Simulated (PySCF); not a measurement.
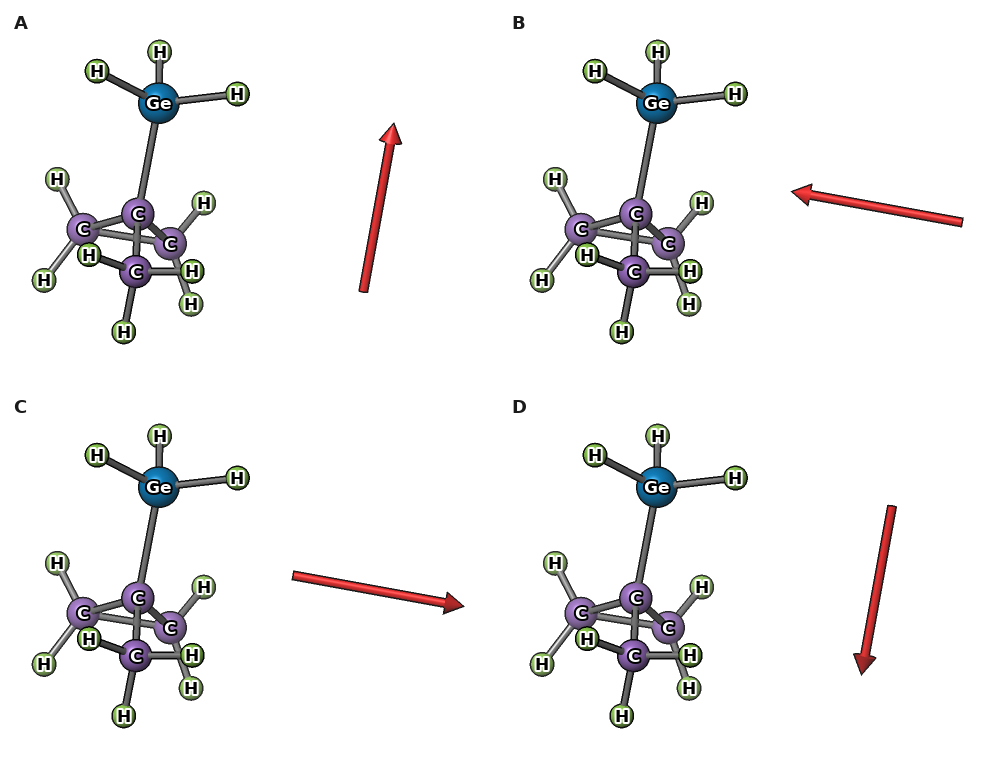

The same molecule four times, each with an arrow. The geometry was computed by an optimisation with GFN2-xTB. No frequency run is at hand to confirm it as a minimum. Properties computed with B3LYP/pcJ-1 (pcSseg-1 on Ge), gas phase (PySCF 2.14.0).

Which arrow points along the dipole moment, from the negative to the positive end?

D. The dipole moment is 0.73 D.

The geometry is semi-empirical. Around Ge such bond lengths and angles can be off by a tenth of an ångström or more and by several degrees, and values that hang on the shape move with them.
